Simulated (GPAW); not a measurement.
# Near-edge structure at the O K edge of BaTiO3 (Barioperovskite, Amm2), part 2 of 2

Aim: the near-edge shape at the O K edge of BaTiO3 (Barioperovskite, Amm2), and what the core hole does to it.

GPAW 26.7.0; X-ray absorption from dipole matrix elements to empty bands, plane-wave PAW LDA.

So far. Step 2 (The field without a hole): The mesh shows a gap of 1.80 eV, so the hole is first treated in a charged cell, without the excited electron. Step 3 (Spectrum without a core hole, O atom 3): Main maxima below 24 eV (height): 1.7 eV (1.90), 5.5 eV (1.64), 7.2 eV (1.58) and 13.0 eV (1.25). A K edge sees empty p states; the first features are O p mixed into the empty d states of the Ti neighbours, and the broad ones above probably into the cations' higher empty bands.

### Step 5. Spectrum with FCH, O atom 3

The holes are 6.9 Å apart. In GPAW the data set carries the hole's charge, so charge=0 means a charged cell and charge=-1 a neutral one. The excited electron is left out and a uniform background balances the charge. After the field has converged, empty bands are computed with the density fixed and the dipole matrix elements are summed.

Input file xas.py:

```python
import numpy as np
from ase import Atoms
from ase.parallel import parprint, paropen
from gpaw import GPAW, PW, FermiDirac, Mixer, MixerDif, setup_paths
from gpaw.test import gen
setup_paths.insert(0, '.')
gen('O', name='fch1s', xcname='LDA', corehole=(1, 0, 1), write_xml=True)
from gpaw.mpi import world
world.barrier()

atoms = Atoms('Ba4Ti4O12',
    cell=[[-3.9855, 5.6738, 0],
     [-3.9855, -5.6738, 0],
     [3.9855, 0, 5.6903]],
    scaled_positions=[[0, 0, 0],
     [0.5, 0.5, 0],
     [0, 0.5, 0.5],
     [0.5, 0, 0.5],
     [0.0062, 0.0062, 0.5124],
     [0.5062, 0.5062, 0.5124],
     [0.0062, 0.5062, 0.0124],
     [0.5062, 0.0062, 0.0124],
     [0.24592, 0.00262, 0.74854],
     [0.74592, 0.50262, 0.74854],
     [0.24592, 0.50262, 0.24854],
     [0.74592, 0.00262, 0.24854],
     [0.00262, 0.24592, 0.74854],
     [0.50262, 0.74592, 0.74854],
     [0.00262, 0.74592, 0.24854],
     [0.50262, 0.24592, 0.24854],
     [0.2437, 0.2437, 0.4874],
     [0.7437, 0.7437, 0.4874],
     [0.2437, 0.7437, 0.9874],
     [0.7437, 0.2437, 0.9874]],
    pbc=True)
atoms.calc = calc = GPAW(legacy_gpaw=True, mode=PW(500, force_complex_dtype=True), xc='LDA', setups={8: 'fch1s'},
    kpts={'size': (3, 3, 3), 'gamma': True}, occupations=FermiDirac(0.02),
    charge=0, mixer=Mixer(0.1, 5, 50), maxiter=150,
    convergence={'density': 0.0001, 'eigenstates': 1e-6}, txt='scf.txt')
energy = atoms.get_potential_energy() + calc.get_reference_energy()
ef = calc.get_fermi_level()
out = dict(energy=energy, fermi=ef, forces=atoms.get_forces().tolist())
parprint(f'all-electron energy {energy:.4f} eV, Fermi level {ef:.4f} eV')
ev = np.array([[calc.get_eigenvalues(k, s) for k in range(len(calc.get_ibz_k_points()))] for s in range(calc.get_number_of_spins())])
out['homo'], out['lumo'], out['counts'] = ev[ev < ef].max(), ev[ev > ef].min(), sorted(set((ev < ef).sum((0, 2)).tolist()))
out['filled'] = (ev[:, 0] < ef).sum(1).tolist()

from ase.units import Ha
from gpaw.xas import dipole_matrix_elements
nb = int(calc.get_number_of_electrons() / 2) + 176
top, nb = nb, nb + 8 + nb // 12
nscf = calc.fixed_density(kpts={'size': (4, 4, 4), 'gamma': True}, nbands=nb,
    convergence={'bands': top, 'eigenstates': 5e-3}, maxiter=60, txt='nscf.txt')
cell = atoms.cell.array
ops = [cell.T @ U.T @ np.linalg.inv(cell.T) for U in nscf.wfs.kd.symmetry.op_scc]
filled = [80]  # bands filled in the ground state, by spin
E = np.arange(-6, 34, 0.1)
fwhm = np.interp(E, [4, 25], [0.9, 3.5])
Y, X, zero, highest = 0, 0, 1e9, 1e9
for spin in range(nscf.get_number_of_spins()):
    wfs = nscf.wfs
    mine = wfs.bd.get_slice()  # this rank's bands
    A = dipole_matrix_elements(wfs.setups[8])
    eps = np.zeros((wfs.kd.nibzkpts, nb))
    d = np.zeros((3, A.shape[1], wfs.kd.nibzkpts, nb), complex)
    for kpt in wfs.kpt_u:
        if kpt.s == spin and 8 in kpt.P_ani:
            eps[kpt.k, mine] = kpt.eps_n * Ha
            d[:, :, kpt.k, mine] = (kpt.weight * wfs.nspins / 2) ** 0.5 * np.inner(A, kpt.P_ani[8])
    world.sum(eps)
    world.sum(d)
    T = np.einsum('amkn,bmkn->abkn', d, d.conj()).real
    T = sum(np.einsum('ai,ijkn,bj->abkn', R, T, R) for R in ops) / len(ops)
    empty = np.ones_like(eps, bool) & (np.arange(nb) >= filled[spin])
    zero, highest = min(zero, eps[empty].min()), min(highest, eps[:, top - 1].min())
    lines = [(eps, T, empty)] if spin == 0 else lines + [(eps, T, empty)]
for eps, T, empty in lines:
    f = np.einsum('aakn->akn', T).reshape(3, -1)
    x = eps.ravel() - zero
    w = np.interp(x, E, fwhm) / 2.35482
    g = np.exp(-0.5 * ((E[:, None] - x) / w) ** 2) / (w * (2 * np.pi) ** 0.5)
    Y = Y + (f * empty.ravel()) @ g.T
    X = X + (f * ~empty.ravel()) @ g.T
out.update(E=E.round(2).tolist(), xas=Y.tolist(), xes=X.tolist(), zero=zero, valid=highest - zero, nk=len(eps), nb=nb)
for i in range(0, len(E), 10):
    parprint(f'{E[i]:7.2f}', *(f'{v:10.3e}' for v in Y[:, i]))
import json
with paropen('out.json', 'w') as f:
    json.dump(out, f)
```

Launch:

```sh
> OMP_NUM_THREADS=1 mpirun -n 8 gpaw python xas.py
```

Numbers of over 12 decimals in the logs are rounded to 6 here.

The program printed:

```text
Input parameters:
  convergence: {density: 0.0001,
                eigenstates: 1e-06}
  kpts: {gamma: True,
         size: (3, 3, 3)}
  maxiter: 150
  mixer: {backend: pulay,
          beta: 0.1,
          method: separate,
          nmaxold: 5,
          weight: 50}
  mode: {ecut: 500.0,
         force_complex_dtype: True,
         name: pw}
  occupations: {fixmagmom: False,
                name: fermi-dirac,
                width: 0.02}
  setups: {8: fch1s}

Initialize ...

[... PAW data sets ...]

Reference energy: -1000911.120542  # eV

Spin-paired calculation

[... convergence settings ...]
Symmetries present (total): 1
  [... symmetry matrices ...]

27 k-points: 3 x 3 x 3 Monkhorst-Pack grid
14 k-points in the irreducible part of the Brillouin zone
       k-points in crystal coordinates                weights
   0:     0.00000000    0.00000000    0.00000000          1/27
   1:     0.00000000    0.00000000    0.33333333          2/27
   2:     0.00000000    0.33333333   -0.33333333          2/27
   3:     0.00000000    0.33333333    0.00000000          2/27
   4:     0.00000000    0.33333333    0.33333333          2/27
   5:     0.33333333   -0.33333333   -0.33333333          2/27
   6:     0.33333333   -0.33333333    0.00000000          2/27
   7:     0.33333333   -0.33333333    0.33333333          2/27
   8:     0.33333333    0.00000000   -0.33333333          2/27
   9:     0.33333333    0.00000000    0.00000000          2/27
          ...
  13:     0.33333333    0.33333333    0.33333333          2/27

Wave functions: Plane wave expansion
  Cutoff energy: 500.000 eV
  Number of coefficients (min, max): 6506, 6563
  Pulay-stress correction: 0.000000 eV/Ang^3 (de/decut=0.000000)
  Using FFTW library
  Wavefunction extrapolation:
    Improved wavefunction reuse through dual PAW basis

Occupation numbers: Fermi-Dirac:
  width: 0.0200  # eV

Eigensolver
   Davidson(niter=2)

Densities:
  Coarse grid: 36*36*36 grid
  Fine grid: 72*72*72 grid
  Total Charge: 1.000000

Density mixing:
  Method: separate
  Backend: pulay
  Linear mixing parameter: 0.1
  old densities: 5
  Width of damping distribution: 1.1
  Damping of long wavelength oscillations: 50

[... Hamiltonian set-up ...]
Number of atoms: 20
Number of atomic orbitals: 120
Number of bands in calculation: 100
Number of valence electrons: 160
Bands to converge: occupied

... initialized

Initializing position-dependent things.

Density initialized from atomic densities
Creating initial wave functions:
  100 bands from LCAO basis set

                      O

                O         O
                  O   Ba
              O   O     O
          O    Ti   O    Ti
                O
                 TBa
              O
          BaO       Ba
             Ti

Atomic positions and initial magnetic moments

Positions:
   0 Ba     0.000000    0.000000    0.000000    ( 0.0000,  0.0000,  0.0000)
   1 Ba    -3.985500    0.000000    0.000000    ( 0.0000,  0.0000,  0.0000)
   2 Ba     0.000000   -2.836900    2.845150    ( 0.0000,  0.0000,  0.0000)
   3 Ba     0.000000    2.836900    2.845150    ( 0.0000,  0.0000,  0.0000)
   4 Ti     1.992750   -0.000000    2.915710    ( 0.0000,  0.0000,  0.0000)
   5 Ti    -1.992750   -0.000000    2.915710    ( 0.0000,  0.0000,  0.0000)
   6 Ti    -1.992750   -2.836900    0.070560    ( 0.0000,  0.0000,  0.0000)
[...]
17 O     -3.985500    0.000000    2.773452    ( 0.0000,  0.0000,  0.0000)
  18 O      0.000000   -2.836900    5.618602    ( 0.0000,  0.0000,  0.0000)
  19 O      0.000000    2.836900    5.618602    ( 0.0000,  0.0000,  0.0000)

Unit cell:
           periodic     x           y           z      points  spacing
  1. axis:    yes   -3.985500    5.673800    0.000000    36     0.1572
  2. axis:    yes   -3.985500   -5.673800    0.000000    36     0.1572
  3. axis:    yes    3.985500    0.000000    5.690300    36     0.1581

  Lengths:   6.933702   6.933702   6.947210
  Angles:  109.253845 109.253845 109.828576

Effective grid spacing dv^(1/3) = 0.1767

iter:   1  -222.409512
iter:   2  -208.429312   -0.71  -0.94
iter:   3  -197.420690   -0.50  -1.08
iter:   4  -197.000286   -1.62  -1.41
iter:   5  -196.265330   -1.34  -1.43
iter:   6  -196.062615   -1.84  -1.63
iter:   7  -195.979728   -2.11  -1.93
iter:   8  -195.930949   -3.00  -2.32
iter:   9  -195.925312c  -3.67  -2.54
iter:  10  -195.923402c  -4.17  -2.70
iter:  11  -195.922166c  -4.25  -2.84
iter:  12  -195.923076c  -4.00  -3.24
iter:  13  -195.921629c  -4.45  -3.20
iter:  14  -195.921624c  -5.28  -3.48
iter:  15  -195.921569c  -5.71  -3.52
iter:  16  -195.921565c  -5.38  -3.82
iter:  17  -195.921529c  -6.00c -3.95
iter:  18  -195.921527c  -7.40c -4.41c

Converged after 18 iterations.

Dipole moment: (7.630941, -0.220185, 3.157367) |e|*Ang

Energy contributions relative to reference atoms: (reference = -1000911.120542)

Kinetic:        +95.130928
Potential:     -131.086844
External:        +0.000000
XC:            -160.581475
Entropy (-ST):   -0.000000
Local:           +0.615864
SIC:             +0.000000
--------------------------
Free energy:   -195.921527
Extrapolated:  -195.921527

Showing only first 2 kpts
 Kpt  Band  Eigenvalues  Occupancy
  0    78      7.14416    2.00000
  0    79      7.25474    2.00000
  0    80      8.96634    0.00000
  0    81      8.99252    0.00000

  1    78      6.91219    2.00000
  1    79      7.06193    2.00000
  1    80      9.42753    0.00000
[...]
Fermi level: 7.80438

Gap: 1.658 eV
Transition (v -> c):
  (s=0, k=7, n=79, [0.33, -0.33, 0.33]) -> (s=0, k=0, n=80, [0.00, 0.00, 0.00])
Direct/indirect transitions are different
Direct gap: 1.712 eV
Transition at: (s=0, k=0, n=79, [0.00, 0.00, 0.00])

Forces in eV/Ang:
  0 Ba    0.44251   -0.26896    0.46419
  1 Ba   -0.44242   -0.26888    0.46420
  2 Ba    0.37097    0.29439   -0.12844
  3 Ba   -0.37097    0.29445   -0.12843
  4 Ti    0.00004   -3.04757   -2.73443
  5 Ti    0.00001    0.01685    0.26375
  6 Ti    0.00001    0.00057    0.27042
[...]
17 O    -0.77826    0.24075    0.49170
 18 O    -0.48129   -0.22278    0.00186
 19 O     0.48090   -0.22279    0.00186
Scalar-relativistic atomic LDA calculation for O (Oxygen, Z=8)
Core hole in 1s state (1s occupation: 1.0)
300 radial gridpoints.
|------------------------------------------------|
|------------------------------------------------|
[... the atom generator's iteration count ...]

Energy contributions:
-------------------------
Kinetic:      +54.046737
XC:            -5.876031
Potential:   -102.458324
-------------------------
Total:        -54.287618

state      eigenvalue         ekin         rmax
-----------------------------------------------
1s^1.0 :   -21.731873    30.611423        0.127
2s^2.0 :    -1.594915     4.066245        0.801
2p^4.0 :    -1.067100     3.825706        0.682
-----------------------------------------------
(units: Bohr and Hartree)

Generating PAW setup
Kinetic energy of the core from tauc = 30.636371
Cutoffs:
rc(s)=1.300
rc(p)=1.130
rc(d)=1.170
rc(vbar)=1.300
rc(comp)=1.260
rc(nct)=1.300

Kinetic energy of the core states: 30.611423
Charge: 1.0
Core electrons: 1.0
Valence electrons: 6.0
Pseudo-core charge: 0.000198
Shape function alpha=6.299
Pseudo-electron charge 5.280306
state    eigenvalue         norm
--------------------------------
2s(2) :    -1.594915     1.065643
*s    :    -0.594915
2p(4) :    -1.067100     0.787205
*p    :    -0.067100
*d    :     0.000000
--------------------------------

Diagonalizing with gridspacing h=0.050

state   all-electron     PAW
-------------------------------
2s:      -1.594915    -1.596334
2p:      -1.067100    -1.073375
*d:                   -0.060686
*f:                   -0.013559
-------------------------------
all-electron energy -1001107.0421 eV, Fermi level 7.8044 eV
[...]
31.00  8.149e-05  6.601e-05  6.841e-05
  32.00  7.934e-05  7.231e-05  7.596e-05
  33.00  6.752e-05  7.709e-05  8.159e-05
```

Wall time 4.6 min (8 MPI ranks of Arm Neoverse V2, shared host); peak memory 0.62 GiB.

The O K spectrum, O atom 3, full core hole (charged cell) (energy from the lowest empty level; intensity scaled to a mean of 1 over the first 20 eV; polarised curves are means over the symmetry-equivalent atoms):

```csv
E (eV),isotropic,ε ∥ x,ε ∥ y,ε ∥ z
-2.0,0.00,0.00,0.00,0.00
-0.5,0.02,0.03,0.01,0.02
1.0,1.10,1.61,0.83,0.86
2.5,0.74,0.09,1.12,1.01
4.0,0.97,0.17,1.35,1.38
5.5,1.44,1.51,1.38,1.43
7.0,1.51,1.91,1.30,1.31
8.5,0.46,0.62,0.38,0.37
10.0,0.55,0.66,0.49,0.50
11.5,1.50,0.89,1.79,1.81
13.0,1.33,0.97,1.50,1.52
14.5,1.08,1.10,1.06,1.07
16.0,0.99,1.09,0.95,0.92
17.5,0.93,1.10,0.86,0.85
19.0,0.75,0.94,0.65,0.64
20.5,0.44,0.55,0.40,0.39
22.0,0.39,0.43,0.37,0.37
23.5,0.43,0.44,0.43,0.42
25.0,0.50,0.46,0.52,0.50
26.5,0.61,0.57,0.64,0.61
28.0,0.75,0.78,0.74,0.72
29.5,0.94,1.07,0.88,0.88
31.0,1.14,1.29,1.04,1.08
```

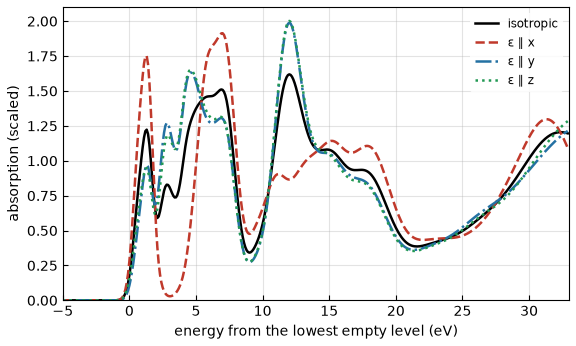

The O K edge, O atom 3, full core hole (charged cell): main maxima at 1.3, 6.9 and 12.0 eV.

Main maxima below 24 eV (height): 1.3 eV (1.22), 2.8 eV (0.83), 6.9 eV (1.51) and 12.0 eV (1.62). 

The hole costs E(hole) − E(ground) = 524.34 eV, and the lowest empty level of the hole cell on the spectrum's mesh lies at 8.97 eV, which puts the zero at 533.30 eV. One term is added: -8.83 eV, since the hole is spin-paired here and a spin-polarised one costs that much less in the free atom (computed apart). The photon energy is then 524.47 eV. The functional and the charged cell's background leave an error in such absolute values: in the free atom LDA prices this hole 4.1 eV below PBE (computed apart), and PBE is itself good to a few eV.

### Step 6. Excitation energy, O atom 3

With the excited electron kept in the cell the system stays neutral, and the energy difference is an excitation energy by itself. In a small cell that electron takes up a good share of the lowest empty band, or all of one, which shifts the value from the true onset.

Changed against the first core-hole run: core hole to XCH, with the smearing that suits a partly filled band.

Input file scf.py:

```python
import numpy as np
from ase import Atoms
from ase.parallel import parprint, paropen
from gpaw import GPAW, PW, FermiDirac, Mixer, MixerDif, setup_paths
from gpaw.test import gen
setup_paths.insert(0, '.')
gen('O', name='fch1s', xcname='LDA', corehole=(1, 0, 1), write_xml=True)
from gpaw.mpi import world
world.barrier()

atoms = Atoms('Ba4Ti4O12',
    cell=[[-3.9855, 5.6738, 0],
     [-3.9855, -5.6738, 0],
     [3.9855, 0, 5.6903]],
    scaled_positions=[[0, 0, 0],
     [0.5, 0.5, 0],
     [0, 0.5, 0.5],
     [0.5, 0, 0.5],
     [0.0062, 0.0062, 0.5124],
     [0.5062, 0.5062, 0.5124],
     [0.0062, 0.5062, 0.0124],
     [0.5062, 0.0062, 0.0124],
     [0.24592, 0.00262, 0.74854],
     [0.74592, 0.50262, 0.74854],
     [0.24592, 0.50262, 0.24854],
     [0.74592, 0.00262, 0.24854],
     [0.00262, 0.24592, 0.74854],
     [0.50262, 0.74592, 0.74854],
     [0.00262, 0.74592, 0.24854],
     [0.50262, 0.24592, 0.24854],
     [0.2437, 0.2437, 0.4874],
     [0.7437, 0.7437, 0.4874],
     [0.2437, 0.7437, 0.9874],
     [0.7437, 0.2437, 0.9874]],
    pbc=True)
atoms.calc = calc = GPAW(legacy_gpaw=True, mode=PW(500, force_complex_dtype=True), xc='LDA', setups={8: 'fch1s'},
    kpts={'size': (3, 3, 3), 'gamma': True}, occupations=FermiDirac(0.04),
    charge=-1, mixer=Mixer(0.1, 5, 50), maxiter=150,
    convergence={'density': 0.0001, 'eigenstates': 1e-6}, txt='scf.txt')
energy = atoms.get_potential_energy() + calc.get_reference_energy()
ef = calc.get_fermi_level()
out = dict(energy=energy, fermi=ef, forces=atoms.get_forces().tolist())
parprint(f'all-electron energy {energy:.4f} eV, Fermi level {ef:.4f} eV')
ev = np.array([[calc.get_eigenvalues(k, s) for k in range(len(calc.get_ibz_k_points()))] for s in range(calc.get_number_of_spins())])
out['homo'], out['lumo'], out['counts'] = ev[ev < ef].max(), ev[ev > ef].min(), sorted(set((ev < ef).sum((0, 2)).tolist()))
out['filled'] = (ev[:, 0] < ef).sum(1).tolist()
import json
with paropen('out.json', 'w') as f:
    json.dump(out, f)
```

Launch:

```sh
> OMP_NUM_THREADS=1 mpirun -n 8 gpaw python scf.py
```

The program printed:

```text
Input parameters:
  charge: -1
  convergence: {density: 0.0001,
                eigenstates: 1e-06}
  kpts: {gamma: True,
         size: (3, 3, 3)}
  maxiter: 150
  mixer: {backend: pulay,
          beta: 0.1,
          method: separate,
          nmaxold: 5,
          weight: 50}
  mode: {ecut: 500.0,
         force_complex_dtype: True,
         name: pw}
  occupations: {fixmagmom: False,
[...]
2s(2) :    -1.594915     1.065643
*s    :    -0.594915
2p(4) :    -1.067100     0.787205
*p    :    -0.067100
*d    :     0.000000
--------------------------------

Diagonalizing with gridspacing h=0.050

state   all-electron     PAW
-------------------------------
2s:      -1.594915    -1.596334
2p:      -1.067100    -1.073375
*d:                   -0.060686
*f:                   -0.013559
-------------------------------
all-electron energy -1001097.6531 eV, Fermi level 9.7517 eV
[key lines of the parts left out:]
Converged after 17 iterations.
Dipole moment: (7.630447, -0.236732, 3.170020) |e|*Ang
Free energy:   -186.545983
Fermi level: 9.75169
```

The job ended after 52 s (8 MPI ranks; peak memory 0.36 GiB).

The total-energy difference is 533.73 eV. With the free-atom term of -8.83 eV for this edge, the photon energy is 524.90 eV.

### Step 7. What the core hole does

Both curves are counted from their own zero, so only the shift of weight within the empty states shows.

| E (eV) | no hole | FCH |
| --- | --- | --- |
| -2.0 | 0.00 | 0.00 |
| -1.0 | 0.00 | 0.00 |
| 0.0 | 0.10 | 0.18 |
| 1.0 | 0.93 | 1.10 |
| 2.0 | 1.58 | 0.61 |
| 3.0 | 0.40 | 0.81 |
| 4.0 | 0.69 | 0.97 |
| 5.0 | 1.44 | 1.37 |
| 6.0 | 1.52 | 1.46 |
| 7.0 | 1.55 | 1.51 |
| 8.0 | 1.11 | 0.84 |
| 9.0 | 0.45 | 0.34 |
| 10.0 | 0.45 | 0.55 |
| 11.0 | 0.76 | 1.18 |
| 12.0 | 1.10 | 1.62 |
| 13.0 | 1.25 | 1.33 |
| 14.0 | 1.21 | 1.09 |
| 15.0 | 1.17 | 1.08 |
| 16.0 | 1.05 | 0.99 |
| 17.0 | 0.98 | 0.93 |
| 18.0 | 1.00 | 0.91 |
| 19.0 | 0.87 | 0.75 |
| 20.0 | 0.60 | 0.52 |
| 21.0 | 0.42 | 0.40 |
| 22.0 | 0.37 | 0.39 |
| 23.0 | 0.37 | 0.42 |
| 24.0 | 0.37 | 0.45 |
| 25.0 | 0.38 | 0.50 |
| 26.0 | 0.41 | 0.57 |
| 27.0 | 0.46 | 0.65 |
| 28.0 | 0.52 | 0.75 |
| 29.0 | 0.60 | 0.87 |
| 30.0 | 0.69 | 1.02 |
| 31.0 | 0.80 | 1.14 |
| 32.0 | 0.89 | 1.20 |

With each curve scaled to its own mean, the area from −2 to 6 eV with the hole is 5.9 against 6.0, and the centre of weight from −1 to 20 eV moves by -0.0 eV (first and strongest maxima below 20 eV: 1.7 eV (1.90), 5.5 eV (1.64) and 7.2 eV (1.58) without the hole, 1.3 eV (1.22), 6.9 eV (1.51) and 12.0 eV (1.62) with it); the shape changes all the same, by 26 % r.m.s.

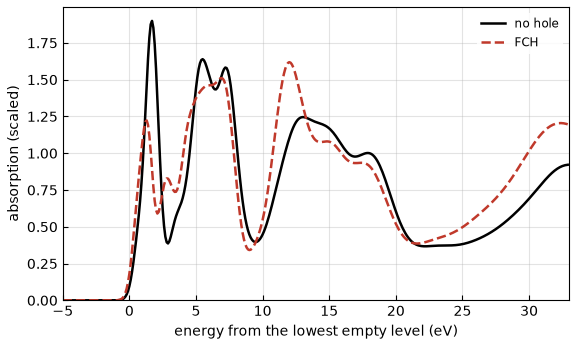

The O K edge with and without the core hole, each from its own zero; the highest intensity below 16 eV lies at 12.0 eV with the hole.

### Step 8. Results

* absorber and edge: O K, atom 3 of the ground-state input (counted from 1)
* surroundings: 1 Ti at 1.93 Å and 1 Ti at 2.09 Å (linear, site symmetry m)
* highest intensity below 16 eV: 12.0 eV above the zero, height 1.62
* photon energy of the zero, with the added terms: 524.5 eV (raw 533.3 eV; LDA puts this hole about 4 eV below PBE, itself good to a few eV)

What this shows: The O K edge of atom 3, with 1 Ti at 1.93 Å and 1 Ti at 2.09 Å (linear, site symmetry m), has its highest intensity of the first 16 eV at 12.0 eV above the zero, near 536 eV in photon energy (LDA puts this hole about 4 eV below PBE, itself good to a few eV), 1.6 times the mean level of the first 20 eV (Gaussian full width 0.9 eV up to 4 eV, rising linearly to 3.5 eV at 25 eV). With each curve scaled to its own mean, the area from −2 to 6 eV with the hole is 5.9 against 6.0, and the centre of weight from −1 to 20 eV moves by -0.0 eV (first and strongest maxima below 20 eV: 1.7 eV (1.90), 5.5 eV (1.64) and 7.2 eV (1.58) without the hole, 1.3 eV (1.22), 6.9 eV (1.51) and 12.0 eV (1.62) with it); the shape changes all the same, by 26 % r.m.s. The neutral-cell energy lies +0.4 eV from the charged-cell zero, a gap made of the charged-cell error and of where the added electron settles. At the O K edge of atom 3 polarisation matters most near 4.2 eV, where the curves differ by 1.3 on this scale. The same cell was also set up in Quantum ESPRESSO; that part failed, was judged unsound or used a data set known to give false states; its runs are listed without their results. The crystal has 2 inequivalent O sites and not all are shown here, while a measurement adds them all. The mesh is coarse (0.28 Å⁻¹ between points), so small maxima may be mesh ripples. The structure is a published determination, not relaxed.

[Banner, clock and machine lines of the logs are left out without a mark of their own.]

[Logs are printed without paths, hosts, clocks, repeated set-up lines and the standing remarks that a program may print on its own settings, such as how far it seeks lower states.]

[Hosts, paths, dates, database ids (printed as entryN), source tags and the programs' standing remarks are cut or masked in the printed files.]

[Lists of maxima count a maximum above −3 eV only where it reaches 4 % of the highest in the window and stands out from its surroundings by 2 % of it (1.5 % where it reaches 55 %); shoulders and weaker maxima are passed over, and of the rest the first, up to two pre-edge ones and the few strongest are named.]
